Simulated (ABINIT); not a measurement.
# Beyond one shot: Ca2H6Os (Fm-3m), part 3 of 3

Wanted: G0W0 and self-consistent gaps of Ca2H6Os (Fm-3m), with the cost of the cycles.

ABINIT 10.8.3; PBEsol and many-body steps on it, plane waves. Known limits of the many-body steps: not at the basis limit; no spin polarisation; d states lean on the start; no spin-orbit coupling; coarse k mesh.

So far. Step 11 (evGW, cycle 1): Against G0W0 in ABINIT (2×2×2 mesh, 83 bands, screening to 106.1 eV, Godby-Needs plasmon pole), the gap moves by +0.368 eV. Step 14 (evGW, cycle 2): Against the cycle before, the gap moves by +0.024 eV.

## Step 15: Screening, 2×2×2 mesh, 83 bands, screening to 106.1 eV

This step: RPA screening on PBEsol, plane waves, norm-conserving pseudopotentials.

run.abi

```
acell 3*1.0 Angstrom
rprim 
  -0.000000000000 3.614821300000 3.614821300000
  3.614821300000 -0.000000000000 3.614821300000
  3.614821300000 3.614821300000 -0.000000000000
ntypat 3
znucl 20 1 76
natom 9
typat 1 1 2 2 2 2 2 2 3
xred 
  0.250000000000 0.250000000000 0.250000000000
  0.750000000000 0.750000000000 0.750000000000
  0.762819760000 0.237180240000 0.237180240000
  0.237180240000 0.762819760000 0.762819760000
  0.237180240000 0.762819760000 0.237180240000
  0.762819760000 0.237180240000 0.762819760000
  0.237180240000 0.237180240000 0.762819760000
  0.762819760000 0.762819760000 0.237180240000
  0.000000000000 0.000000000000 0.000000000000
pp_dirpath "pseudos"
pseudos "Ca.upf, H.upf, Os.upf"
ecut 33
ngkpt 2 2 2
nshiftk 1
shiftk 0 0 0
kptopt 1
chksymbreak 0
istwfk *1
occopt 1
irdwfk 1
optdriver 3
nband 83
ecuteps 3.9
inclvkb 2
awtr 1
symchi 1
gwcalctyp 10
mbpt_sciss 1.614 eV
nqptdm 1
qptdm 
  0 0 0
indata_prefix "in"
outdata_prefix "out"
tmpdata_prefix "tmp"
```

Launch:

```bash
$ OMP_NUM_THREADS=1 mpirun -n 4 abinit run.abi > log
```

Numbers of over 12 decimals in the logs are rounded to 6 here.

Output:

```text
.Version 10.8.3 of ABINIT. v10.8.2 released Aug 2026.

 Symmetries : space group Fm -3 m (#225); Bravais cF (face-center cubic)
[... echo of the input left out ...]
== DATASET  1 ==================================================================
-   mpi_nproc: 4, omp_nthreads: 1 (-1 if OMP is not activated)

--- !DatasetInfo
iteration_state: {dtset: 1, }
dimensions: {natom: 9, nkpt: 3, mband: 83, nsppol: 1, nspinor: 1, nspden: 1, mpw: 5817, }
cutoff_energies: {ecut:  33.0, pawecutdg:  -1.0, }
[...]
[... chi0 elements left out ...]
 For q-point:  0.000010 0.000020 0.000030
  dielectric constant =   4.0817
  dielectric constant without local fields =   4.8107

  Average fulfillment of the sum rule on Im[epsilon] for q-point    1 :     57.13  [%]
[... wings left out ...]
== END DATASET(S) ==============================================================
================================================================================

 -outvars: echo values of variables after computation  --------
           etotal      0.0000000000E+00
            nband          83
             nkpt           3
          spgroup         225
 [... the other variables as echoed above ...]

 Calculation completed.
```

It took 7.2 s on 4 MPI ranks of Arm Neoverse V2, shared host; peak memory 1.1 GiB.

Numbers from this step:

| Quantity | Value |
| --- | --- |
| ε∞ with local fields, on this mesh, along the program's q direction | 4.082 |
| the same without local fields | 4.811 |
| plasma frequency | 24.76 eV |
| plane waves in the screening matrix | 259 |

This screening uses the functional's bands under a rigid shift, the mean opening of the cycle before.

## Step 16: Screening, 2×2×2 mesh, 83 bands, screening to 106.1 eV

This step: RPA screening on PBEsol from quasiparticle energies, plane waves, norm-conserving pseudopotentials.

run.abi: that of step 15 with these lines changed.

```diff
@@ -36,7 +36,8 @@
 symchi 1
+irdqps 1
 gwcalctyp 10
-mbpt_sciss 1.614 eV
-nqptdm 1
+nqptdm 2
 qptdm 
-  0 0 0
+  0.5000000000 0.0000000000 0.0000000000
+  0.5000000000 0.5000000000 0.0000000000
 indata_prefix "in"
```

mrgscr.stdin

```
2
merged
q0_SCR
out_SCR
1
```

Launch:

```bash
$ OMP_NUM_THREADS=1 mpirun -n 4 abinit run.abi > log; mrgscr < mrgscr.stdin
```

Output:

```text
.Version 10.8.3 of ABINIT. v10.8.2 released Aug 2026.

 Symmetries : space group Fm -3 m (#225); Bravais cF (face-center cubic)
[... echo of the input left out ...]
== DATASET  1 ==================================================================
-   mpi_nproc: 4, omp_nthreads: 1 (-1 if OMP is not activated)

--- !DatasetInfo
iteration_state: {dtset: 1, }
dimensions: {natom: 9, nkpt: 3, mband: 83, nsppol: 1, nspinor: 1, nspden: 1, mpw: 5817, }
cutoff_energies: {ecut:  33.0, pawecutdg:  -1.0, }
[...]
q-point number  2        q = ( 0.500000, 0.500000, 0.000000) [r.l.u.]
--------------------------------------------------------------------------------
[... chi0 elements left out ...]
  Average fulfillment of the sum rule on Im[epsilon] for q-point    3 :     63.81  [%]

== END DATASET(S) ==============================================================
================================================================================

 -outvars: echo values of variables after computation  --------
           etotal      0.0000000000E+00
            nband          83
             nkpt           3
          spgroup         225
 [... the other variables as echoed above ...]

 Calculation completed.
```

Wall time 4.1 s (4 MPI ranks); peak memory 0.72 GiB; 16 s of CPU time.

This step gave:

- plasma frequency: 24.76 eV
- plane waves in the screening matrix: 259

This screening reads the quasiparticle levels of the cycle before.

## Step 17: evGW, cycle 3

This step: evGW on PBEsol, plane waves, norm-conserving pseudopotentials.

run.abi: that of step 16 with these lines changed.

```diff
@@ -30,14 +30,20 @@
 irdwfk 1
-optdriver 3
+optdriver 4
 nband 83
-ecuteps 3.9
-inclvkb 2
-awtr 1
-symchi 1
-irdqps 1
 gwcalctyp 10
-nqptdm 2
-qptdm 
+ecutsigx 33
+symsigma 1
+nkptgw 3
+kptgw 
+  0.0000000000 0.0000000000 0.0000000000
   0.5000000000 0.0000000000 0.0000000000
   0.5000000000 0.5000000000 0.0000000000
+bdgw 
+  13 29
+  13 29
+  13 29
+ecuteps 3.9
+irdscr 1
+ppmodel 1
+irdqps 1
 indata_prefix "in"
```

Launch:

```bash
$ OMP_NUM_THREADS=1 mpirun -n 4 abinit run.abi > log
```

Output:

```text
.Version 10.8.3 of ABINIT. v10.8.2 released Aug 2026.

 Symmetries : space group Fm -3 m (#225); Bravais cF (face-center cubic)
[... echo of the input left out ...]
== DATASET  1 ==================================================================
-   mpi_nproc: 4, omp_nthreads: 1 (-1 if OMP is not activated)

--- !DatasetInfo
iteration_state: {dtset: 1, }
dimensions: {natom: 9, nkpt: 3, mband: 83, nsppol: 1, nspinor: 1, nspden: 1, mpw: 5817, }
cutoff_energies: {ecut:  33.0, pawecutdg:  -1.0, }
[...]
Convergence of QP corrections
 >>>>> For spin  1 <<<<<
.  kptgw no:  1; Maximum DeltaE = (  -0.001   0.000) for band index: 16
.  kptgw no:  2; Maximum DeltaE = (  -0.001   0.000) for band index:  1
.  kptgw no:  3; Maximum DeltaE = (  -0.001  -0.000) for band index:  1

== END DATASET(S) ==============================================================
================================================================================

 -outvars: echo values of variables after computation  --------
           etotal      0.0000000000E+00
            nband          83
             nkpt           3
          spgroup         225
 [... the other variables as echoed above ...]

 Calculation completed.
```

The job ended after 16 s (4 MPI ranks; peak memory 1.2 GiB; 64 s of CPU time).

This step gave:

```yaml
quasiparticle_gap_on_the_points_computed: 4.232 eV
gap_of_the_density_functional_on_the_mesh: 2.604 eV
k_of_the_valence_top: 0.5, 0.5, 0
k_of_the_conduction_bottom: 0.5, 0.5, 0
least_direct_quasiparticle_gap_on_the_computed_points: 4.232 eV
```

Against the cycle before, the gap moves by +0.003 eV.

## Step 18: The runs together

Times are wall times on 4 MPI ranks of Arm Neoverse V2, shared host, good to a factor of about two. A run's time includes the screening step that it read.

```
           run   mesh  bands  screening cutoff (eV)  DFT gap (eV)  gap on the mesh (eV)  direct (eV)  ε∞ used  time
          G0W0  2×2×2     83                  106.1         2.604                 3.837        3.837     4.73  14 s
evGW0, cycle 1  2×2×2     83                  106.1         2.604                 4.068        4.068     4.73  25 s
evGW0, cycle 2  2×2×2     83                  106.1         2.604                 3.925        3.925     4.73  25 s
evGW0, cycle 3  2×2×2     83                  106.1         2.604                 3.936        3.936     4.73  25 s
evGW0, cycle 4  2×2×2     83                  106.1         2.604                 3.936        3.936     4.73  25 s
 evGW, cycle 1  2×2×2     83                  106.1         2.604                 4.205        4.205     4.18  27 s
 evGW, cycle 2  2×2×2     83                  106.1         2.604                 4.229        4.229     4.09  27 s
 evGW, cycle 3  2×2×2     83                  106.1         2.604                 4.232        4.232     4.08  27 s
```

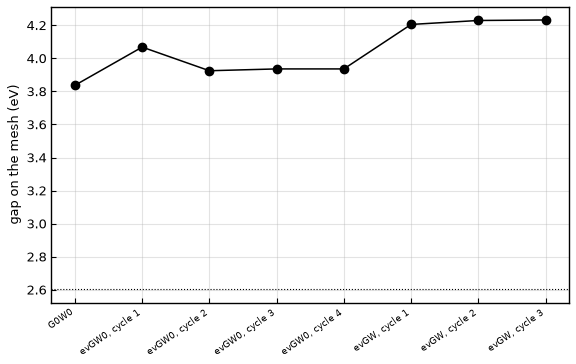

The gap through the cycles; the dotted line is the starting gap.

## Step 19: Summary of results

```
G0W0           : 3.837 eV
evGW0, cycle 1 : 4.068 eV
evGW0, cycle 2 : 3.925 eV
evGW0, cycle 3 : 3.936 eV
evGW0, cycle 4 : 3.936 eV
evGW, cycle 1  : 4.205 eV
evGW, cycle 2  : 4.229 eV
evGW, cycle 3  : 4.232 eV
known limits   : not at the basis limit; no spin polarisation; d states lean on the start; no spin-orbit coupling; coarse k mesh
```

In words: Only the bands that the input lists are updated; the others, empty or deep, keep the functional's energies or take a rigid shift. The evGW loop starts from the last levels of evGW0, so its cycles and time come on top of those. evGW0 ends at 3.94 eV, +0.10 eV from G0W0, after 4 cycles that took 64 s beside the first screening; the last moved the gap by 0.000 eV. evGW ends at 4.23 eV, +0.40 eV from G0W0, after 3 cycles that took 82 s beside the first screening; the last moved the gap by 0.003 eV. The first cycle of evGW0 takes the full correction, without the factor Z, so it overshoots the one-shot value. Bands and cutoff are finite, so the gap is not at the basis limit. The miss can reach some tenths of an eV and take either sign; the mesh is an error of its own. In the G0W0 runs levels were corrected at 2 k points alone, so a gap called «on the mesh» is the least over those, and an edge elsewhere would be missed. The 2×2×2 mesh is coarse for this cell, which bears on the long-range parts of exchange and screening. In the updated screening the q = 0 part is built from Kohn-Sham bands under a rigid shift, the other q from the quasiparticle levels. The runs have no spin polarisation. For a closed low-spin shell that is the natural state; where a d or f shell is open it is a constraint, and the gap is then not the crystal's own. With d states at the gap, one-shot GW leans hard on its start. The many-body steps are scalar-relativistic: spin-orbit coupling is not in them.

[Paths, hosts, dates, memory and timing lines, banners, echoed tables and standing remarks are left out of the program output.]

[Logs are printed without paths, hosts, clocks, repeated set-up lines and the standing remarks that a program may print on its own settings, such as how far it seeks lower states.]

[Runs of the session that timed out or met a known fault of the program may be left out.]

[Hosts, paths, dates, database ids (printed as entryN), source tags and the programs' standing remarks are cut or masked in the printed files.]

[G0W0 gaps are taken among the corrected bands and points alone; a level outside them can change the order at an edge.]

[Where Ansatz stands beside ABINIT at settings called matched, ABINIT's density can come from a denser mesh and the files from another edition; pairs whose starting gaps differed by over 0.03 eV were left out, so agreement reads better than it is.]
